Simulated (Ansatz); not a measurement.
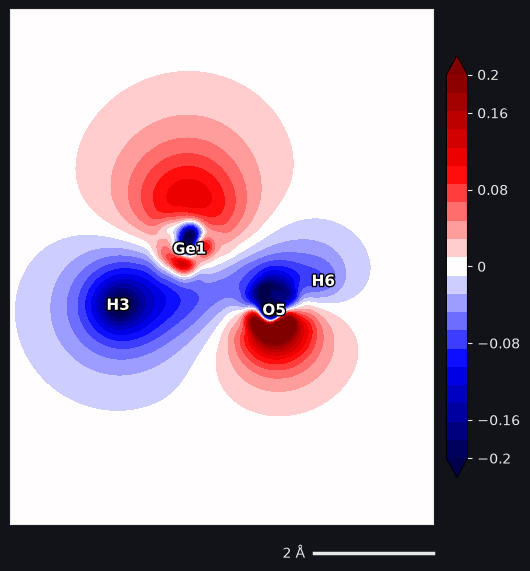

Figure 1: FGeH$_{3}$O···H (doublet). The HOMO (β) on the plane of atoms H3, Ge1 and O5 (values in Å⁻³ᐟ²; the overall sign is arbitrary).

Computed with Ansatz 0.2.0, UKS B3LYP-D4/def2-SVP.

```xyz
7

Ge    0.0474   -0.0171   -0.1507
F     0.2019    0.1226    1.5866
H     1.4548   -0.0196   -0.7501
H    -0.8949    1.1270   -0.5665
O    -0.6340   -1.6102   -0.5107
H    -1.5390   -1.7257   -0.1914
H    -0.0265    0.0334    4.2241
```

Question: Describe this orbital and give its energy.

Answer: Its weight (Hirshfeld) is mainly on O5 (about 65 %), Ge1 (about 15 %) and H4 (about 10 %). Its energy is −8.77 eV.
